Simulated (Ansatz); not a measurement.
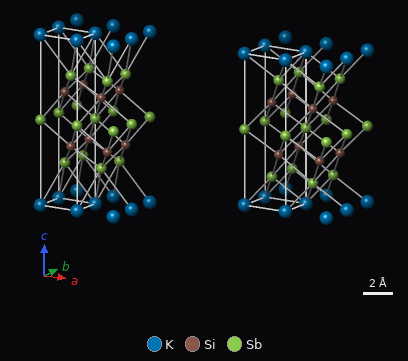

Two geometries of a crystal of KSi$_{2}$Sb$_{3}$ (built on the CaSm2S3-164 type type), drawn at one scale. One is the start of a relaxation, the other its converged end. A ball-and-stick model of the cell of the calculation, repeated 2 × 2 × 1 with one cell outlined, seen slightly off an axis.

The calculation used DFT, PBEsol, plane waves, PAW (Ansatz). (plane-wave cutoff 420 eV; k-point mesh 6 × 6 × 2; occupations fermi dirac; smearing width 0.03 eV; no spin polarisation; cell and atoms relaxed; force threshold 0.01 eV/Å; at most 120 steps)

Which geometry has the lower energy?

Answer. The left one is the relaxed one. Over 9 accepted moves (11 points after the start) the energy falls by 3.373 eV per cell of the calculation. The largest force component goes from 2.7 to 0.0017 eV/Å. Pressure: −5.36 GPa at the start and 0.01 GPa at the end. At 2 points the geometry stayed and the basis and grid were re-selected for the new cell (energy shift of 1.6 meV per cell of the calculation at most each time). The largest moves relative to the cell, 0.80 Å, are those of Sb atoms. Largest moves by element: Sb 0.80 Å, Si 0.11 Å. K stays in place. Cell: a = b 4.369 → 3.889 Å (−11.0 %), c 10.694 → 12.029 Å (+12.5 %). Volume −10.9 %. Some distances before and after: K–Sb 3.084 → 3.583 Å, Sb–Si 3.161 → 2.676 Å, Sb–Si 3.024 → 2.858 Å. Bond angles that change, for instance: Sb–K–Sb 89.8° → 114.2°, K–Sb–K 90.2° → 65.8°, Sb–K–Sb 90.2° → 65.8°. The space group stays P-3m1 (No. 164).
